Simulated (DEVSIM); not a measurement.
Structure: Ni/SiO2/p-GaSb capacitor, at 300 K.

| layer (left to right) | material | thickness (nm) | Na (cm⁻³) |
|---|---|---|---|
| 1 | SiO2 | 1.70 | - |
| 2 | GaSb | 1400 | 1.8e17 |

Metal gate on the left, work function 5.1 eV. Fixed charge at the semiconductor interface 0 cm⁻² (in units of +e); interface traps 2.5e10 cm⁻² eV⁻¹, uniform in energy, neutral level at 0.5 of the gap above the valence band.

Constants are typed, rounded textbook-type inputs, not results; the design itself was drawn at random and stands for no fabricated device. Values at 300 K.

| parameter | SiO2 | GaSb |
|---|---|---|
| gap (eV) | 9 | 0.726 |
| affinity (eV) | 0.9 | 4.06 |
| permittivity | 3.9 | 15.7 |
| Nc (cm⁻³) | - | 2.1e17 |
| Nv (cm⁻³) | - | 1.8e19 |

Model (solved in DEVSIM): 1D Poisson equation in equilibrium, Boltzmann statistics, complete ionisation; no quantum confinement or tunnelling. Metal contacts follow the ideal Schottky-Mott rule: no Fermi-level pinning, no interface dipoles.

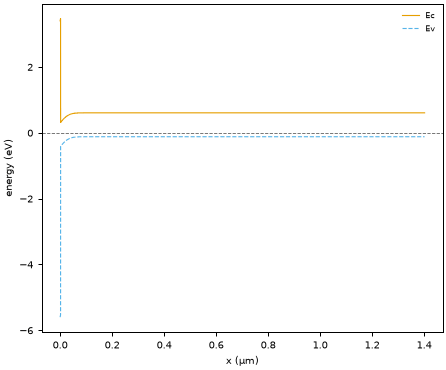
Band edges at 0.8 V on the gate

Energies count from the Fermi level of the right contact; mesh points crowd at the junctions.

| x (μm) | Ec (eV) | Ev (eV) | n (cm⁻³) | p (cm⁻³) | field (V/cm) |
|---|---|---|---|---|---|
| 0.000 | 3.400 | -5.600 | < 1e2 | < 1e2 | 430000 |
| 0.0006703 | 3.429 | -5.572 | < 1e2 | < 1e2 | 430000 |
| 0.001218 | 3.452 | -5.548 | < 1e2 | < 1e2 | 430000 |
| 0.001868 | 0.314 | -0.412 | 1.1e12 | 2.2e12 | 110000 |
| 0.003639 | 0.332 | -0.394 | 5.5e11 | 4.4e12 | 100000 |
| 0.006436 | 0.360 | -0.366 | 1.9e11 | 1.3e13 | 96000 |
| 0.01176 | 0.408 | -0.318 | 2.9e10 | 8.2e13 | 85000 |
| 0.02669 | 0.512 | -0.214 | 5.4e8 | 4.5e15 | 54000 |
| 0.05028 | 0.588 | -0.138 | 2.8e7 | 8.7e16 | 15000 |
| 0.09516 | 0.607 | -0.119 | 1.4e7 | 1.8e17 | 340 |
| 0.1746 | 0.607 | -0.119 | 1.3e7 | 1.8e17 | ≈ 0 |
| 0.4061 | 0.607 | -0.119 | 1.3e7 | 1.8e17 | ≈ 0 |
| 0.7476 | 0.607 | -0.119 | 1.3e7 | 1.8e17 | ≈ 0 |
| 1.058 | 0.607 | -0.119 | 1.3e7 | 1.8e17 | ≈ 0 |
| 1.255 | 0.607 | -0.119 | 1.3e7 | 1.8e17 | ≈ 0 |
| 1.325 | 0.607 | -0.119 | 1.3e7 | 1.8e17 | ≈ 0 |
| 1.362 | 0.607 | -0.119 | 1.3e7 | 1.8e17 | ≈ 0 |
| 1.381 | 0.607 | -0.119 | 1.3e7 | 1.8e17 | ≈ 0 |
| 1.393 | 0.607 | -0.119 | 1.3e7 | 1.8e17 | ≈ 0 |
| 1.398 | 0.607 | -0.119 | 1.3e7 | 1.8e17 | ≈ 0 |
| 1.400 | 0.607 | -0.119 | 1.3e7 | 1.8e17 | ≈ 0 |
| 1.402 | 0.607 | -0.119 | 1.3e7 | 1.8e17 | ≈ 0 |
